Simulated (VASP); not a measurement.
Given:

```xyz
8
Lattice="0.0016 5.0642 5.0570 5.0642 0.0016 5.0570 2.5329 2.5329 0.0000" Properties=species:S:1:pos:R:3 pbc="T T T"
Be     5.0658     5.0658    10.1108
Be     2.5743     5.0243     7.5498
Be     5.0243     2.5743     7.5498
Be     5.0658     5.0658     5.1324
Se     1.2664     1.2664     1.2654
Se     3.7974     1.2683     3.7917
Se     1.2683     3.7974     3.7917
S      3.7993     3.7993     6.3219
```

The numbers are results of PBEsol GGA, VASP's PBE PAW potentials (set 64) (plane waves; VASP), not measurements. Numerical set-up: 400 eV cut-off, 5×5×8 Γ-centred mesh, tetrahedra with Blöchl corrections, potentials Be Se S.

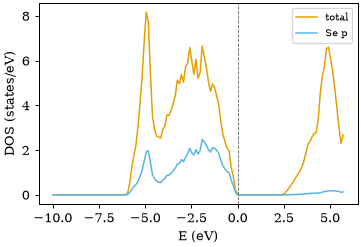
*Total and projected density of states, zero at the valence-band maximum*

Within 2 eV below the valence-band maximum the largest weight inside VASP's projection spheres is Se p, then Be p.

The gap is indirect, 2.30 eV, from the valence maximum at Γ to the conduction minimum at T.

The structure was generated: Be4SSe3 was put into an ordered model structure (Amm2), which need not be its known phase. It was relaxed first.
